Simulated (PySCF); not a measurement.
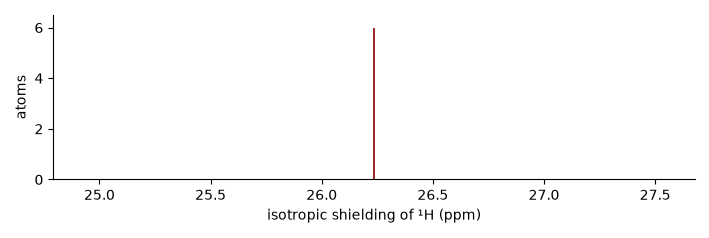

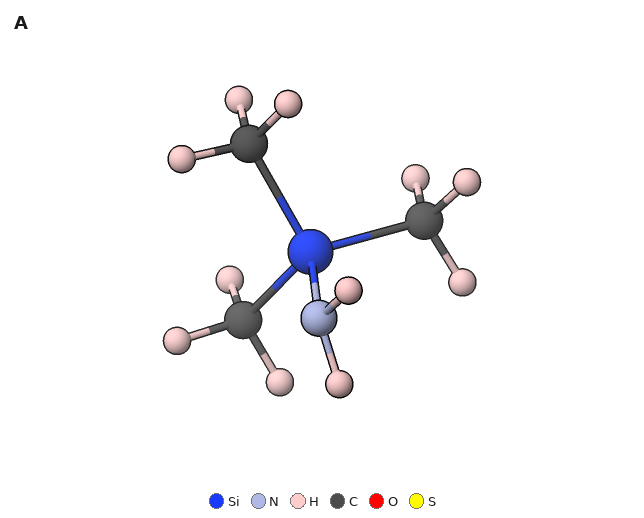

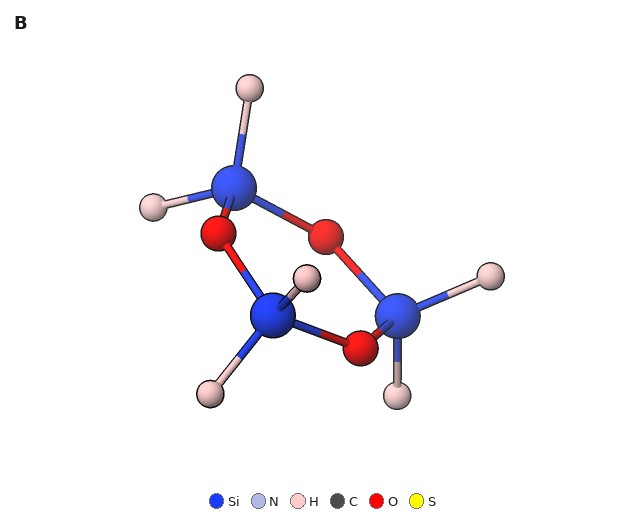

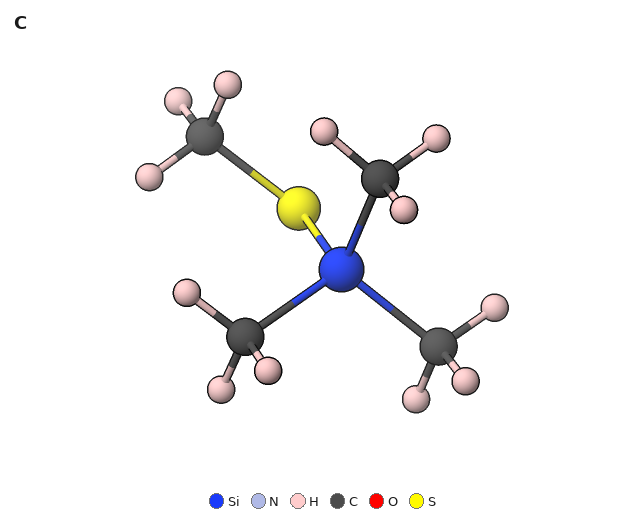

The sticks are computed shieldings of one of the molecules, for one fixed geometry (PBE0-D3(BJ)/def2-SVP) without averaging over rotations. Low shielding means a high chemical shift. Method: GIAO B3LYP/pcSseg-1 NMR shielding, non-relativistic, gas phase (PySCF 2.14.0).

### Match the spectrum to a structure.

B, `O1[SiH2]O[SiH2]O[SiH2]1`. Its 6 H atoms give lines at 26.23 (6 atoms) ppm.
